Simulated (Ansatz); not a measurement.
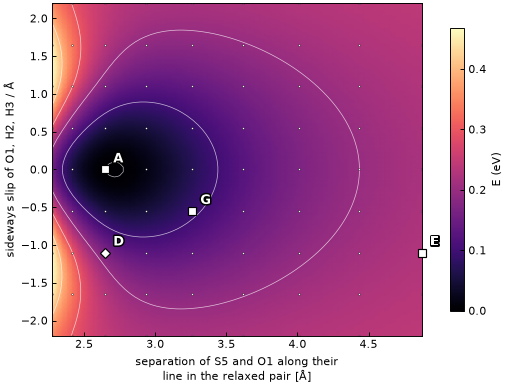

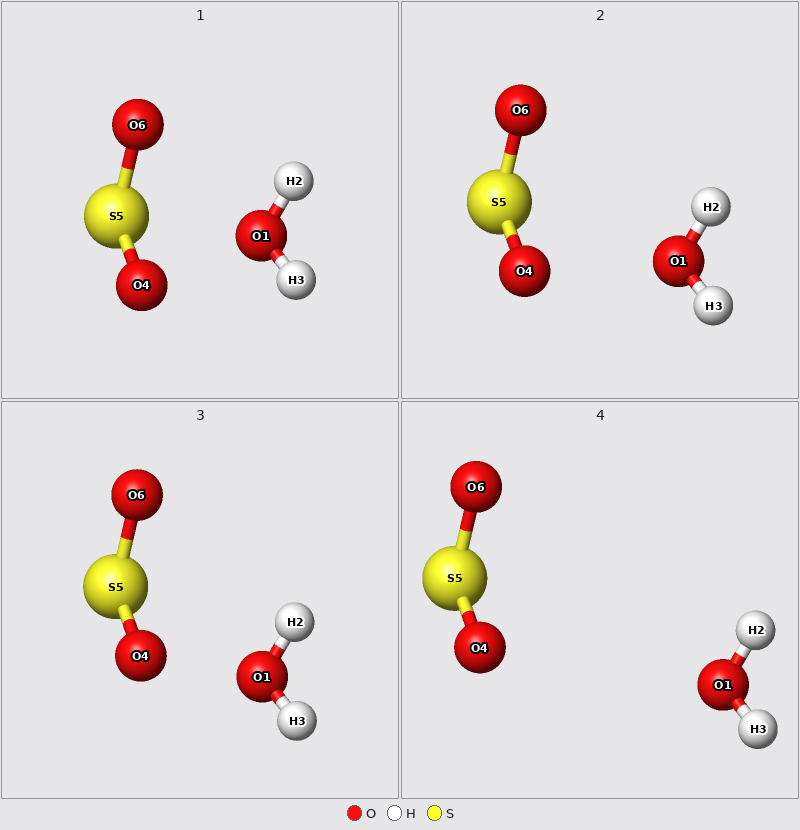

The pair H₂O···O₂S. First axis: separation of S5 and O1 along their line in the relaxed pair. Second axis: sideways slip of O1, H2, H3. Nothing is relaxed (both partners rigid). The scan uses a 9 × 9 grid. Points are written as (first, second). All energies are given in eV relative to the lowest grid point. Level of theory: RKS B3LYP-D4/def2-SVPD in Ansatz.

In the figure: a smooth colour map with a few white contour lines, dots at the grid points, lettered points. Between grid points the surface is interpolated. The numbered pictures are the structures at these points, in random order.

**Which structure belongs to which point?**

A is structure 1: (2.647 Å, 0.00 Å), 0.000 eV; D is structure 3: (2.647 Å, −1.10 Å), 0.171 eV; E is structure 4: (4.874 Å, −1.10 Å), 0.228 eV; G is structure 2: (3.259 Å, −0.55 Å), 0.091 eV.
